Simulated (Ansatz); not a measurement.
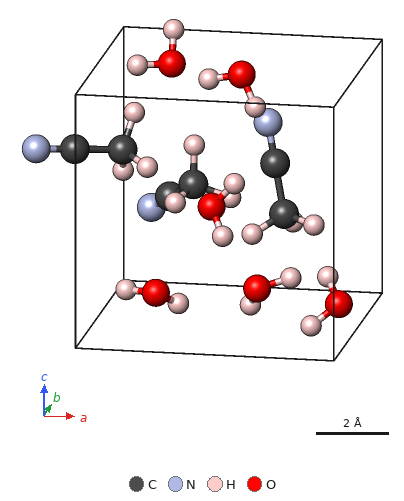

Starting frame of a dynamics run of a periodic cell with 3 CH3CN + 6 H2O at 0.967 g/cm³. Style: ball-and-stick. Shown: the simulation cell, slightly off an axis.

Method: Ansatz 0.2.0, DFT PBE-D3(BJ), scalar-relativistic, plane waves, PAW.

The input:
```yaml
accuracy: low
crystal:
  lattice:
    - [7.348979, 0.0, 0.0]
    - [0.0, 7.348979, 0.0]
    - [0.0, 0.0, 7.348979]
  atoms:
    - { symbol: C, position: [0.69883986, 0.55275244, 0.41164339] }
    - { symbol: C, position: [0.65968179, 0.57821529, 0.60268902] }
    - { symbol: "N", position: [0.62774381, 0.60253822, 0.75546241] }
    - { symbol: H, position: [0.70889302, 0.68607076, 0.34542477] }
    - { symbol: H, position: [0.82796682, 0.47981815, 0.3938794] }
    - { symbol: H, position: [0.59084426, 0.47144867, 0.34849947] }
    - { symbol: C, position: [0.1163929, 0.32502118, 0.69700077] }
    - { symbol: C, position: [-0.04913689, 0.22289379, 0.71798127] }
    - { symbol: "N", position: [-0.18304061, 0.14003303, 0.73459692] }
    - { symbol: H, position: [0.14884729, 0.39465686, 0.82620213] }
    - { symbol: H, position: [0.22937853, 0.2343668, 0.65762152] }
    - { symbol: H, position: [0.09994731, 0.42613335, 0.58818448] }
    - { symbol: C, position: [0.2966763, 0.82640799, 0.43518601] }
    - { symbol: C, position: [0.18115723, 0.95776983, 0.34724536] }
    - { symbol: "N", position: [0.08988867, 1.06253595, 0.27088144] }
    - { symbol: H, position: [0.43690725, 0.84581125, 0.38507238] }
    - { symbol: H, position: [0.29628054, 0.84780183, 0.58368776] }
    - { symbol: H, position: [0.25194985, 0.68842041, 0.39751108] }
    - { symbol: O, position: [0.59408578, 0.23694409, 0.0400895] }
    - { symbol: H, position: [0.65275733, 0.20435047, -0.07633193] }
    - { symbol: H, position: [0.46492714, 0.25040215, 0.01230359] }
    - { symbol: O, position: [0.20328178, 0.55024095, 1.07674535] }
    - { symbol: H, position: [0.27298226, 0.64375956, 1.01311394] }
    - { symbol: H, position: [0.07851977, 0.59970302, 1.07020362] }
    - { symbol: O, position: [0.19595535, 0.9189018, 0.88121445] }
    - { symbol: H, position: [0.07375948, 0.86180752, 0.88431987] }
    - { symbol: H, position: [0.19024449, 0.98747271, 0.99677729] }
    - { symbol: O, position: [0.701327, -0.01657755, 0.26990496] }
    - { symbol: H, position: [0.82325572, 0.02764931, 0.30596737] }
    - { symbol: H, position: [0.65795361, 0.07698777, 0.17861188] }
    - { symbol: O, position: [0.87619975, 0.73853375, 0.01526795] }
    - { symbol: H, position: [0.77778, 0.68881496, -0.06181155] }
    - { symbol: H, position: [0.81683782, 0.82666464, 0.09681261] }
    - { symbol: O, position: [0.48535405, 0.19598092, 0.52490167] }
    - { symbol: H, position: [0.57523423, 0.18493831, 0.62325844] }
    - { symbol: H, position: [0.5425925, 0.11787572, 0.43202635] }
basis:
  ecutwfc: 420.0
kpoints:
  mp_grid: { grid: [1, 1, 1] }
hamiltonian:
  xc: pbe
  dispersion: d3bj
scf:
  occupations: { method: fermi_dirac, width: 0.05 }
  lower_state_search: "off"
md:
  timestep: 0.75
  n_steps: 150
  ensemble: nvt_langevin
  temperature: 700.0
  initial_velocities: maxwell_boltzmann
  seed: 358599
  friction: 0.02
```

Command:
```bash
ansatz run input.yaml --threads 1 --pin off --max-ram 3072MiB --backend cpu --events-out ev --progress --plain --runs-dir out
```

Predict how the run goes.

Answer. The mean temperature in the second half is 641 K (standard deviation 62 K). The potential energy in the second half lies on average 78.9 meV per atom above the first frame. In the second half of the run the atoms are, in the root-mean-square, this far from where they began (common drift taken out): H 0.66 Å, O 0.52 Å, N 0.46 Å, C 0.38 Å. The heavy atoms stay within a fraction of a molecule's size of their starting places; so short a run doesn't tell a liquid from a solid.

Along the run (each row but the first and the last is the mean over the interval that it begins):

| time (fs) | potential energy (meV/atom) | T (K) |
| --- | --- | --- |
| 0.0 | 0.0 | 681 |
| 13.5 | 49.6 | 562 |
| 27.0 | 58.8 | 591 |
| 40.5 | 69.2 | 546 |
| 54.0 | 78.8 | 647 |
| 67.5 | 84.5 | 631 |
| 81.0 | 78.0 | 590 |
| 94.5 | 73.3 | 663 |
| 108.0 | 83.1 | 662 |

The paths of the atoms:

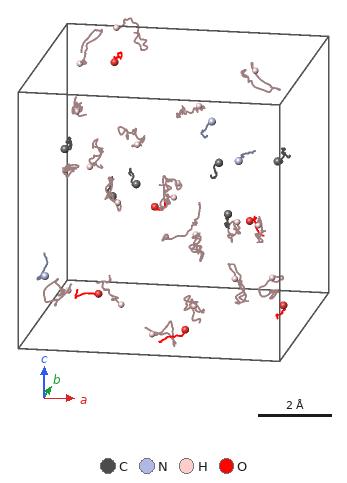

Limits of the set-up: the program's low-accuracy preset was used; the periodic images lie only 7.3 Å apart, so the values are limited by the cell's size.
